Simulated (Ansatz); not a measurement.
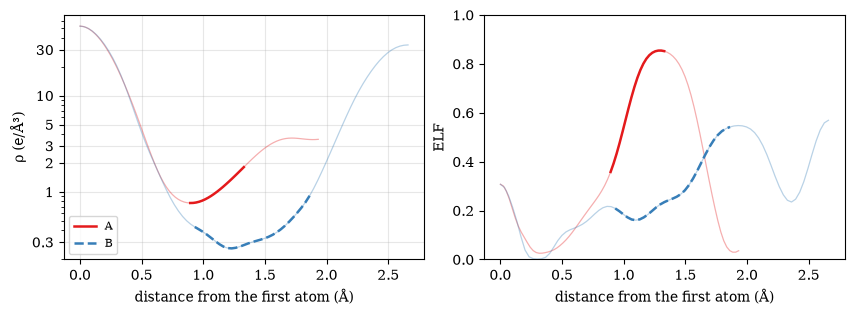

Figure 1: GaAs$_{3}$N$_{4}$. Valence charge density (pseudo) and ELF along straight lines between neighbouring atoms. Thin, pale parts lie inside the atomic spheres.

Space group P-43m; a structure from a database of computed crystals, not necessarily the ambient phase; started from the VCu3S4-215 prototype, which need not be the ambient phase.

Theory: DFT, r2SCAN+rVV10, plane waves, PAW in Ansatz 0.2.0.

In a PAW calculation such maps are meaningful between the atoms, not at the nuclei.

Input

```
crystal:
  lattice:
    - [5.3136706329, 0.0, 0.0]
    - [0.0, 5.3136706329, 0.0]
    - [0.0, 0.0, 5.3136706329]
  atoms:
    - { symbol: Ga, position: [0.0, 0.0, 0.0] }
    - { symbol: As, position: [0.0, 0.5, 0.0] }
    - { symbol: As, position: [0.0, 0.0, 0.5] }
    - { symbol: As, position: [0.5, 0.0, 0.0] }
    - { symbol: "N", position: [0.7899562214, 0.2100437786, 0.7899562214] }
    - { symbol: "N", position: [0.2100437786, 0.7899562214, 0.7899562214] }
    - { symbol: "N", position: [0.7899562214, 0.7899562214, 0.2100437786] }
    - { symbol: "N", position: [0.2100437786, 0.2100437786, 0.2100437786] }
kpoints:
  mp_grid: { grid: [4, 4, 4] }
hamiltonian:
  xc: r2scan
  dispersion: rvv10
scf:
  occupations: { method: fermi_dirac, width: 0.03 }
relax:
  f_tol: 0.01
  cell: {}
  max_steps: 120
output:
  write_density: true
  write_potential: true
  elf: true
  volumetric_format: npy
```

Command:

```sh
ansatz run input.yaml --threads 4 --pin off --max-ram 4608MiB --backend cpu --events-out ev --progress --plain --runs-dir out
```

Below, planes, directions and counts refer to the conventional cell (a = 5.32 Å, b = 5.32 Å, c = 5.32 Å, α = 90.00°, β = 90.00°, γ = 90.00°).

The fields are those of the run's last geometry, not of the input's.

### Which curve belongs to which contact (Ga–As and Ga–N)? The first atom named is at distance zero.

Curve A: Ga–N (1.93 Å): ρ at the midpoint is about 0.79 e/Å³; the ELF peaks at about 0.85 in the valence shell of N, 0.6 Å from its nucleus, and is about 0.50 at the midpoint. Curve B: Ga–As (2.66 Å): ρ at the midpoint is about 0.28 e/Å³; the ELF is about 0.25 at the midpoint: no shared electron pair shows on this line.
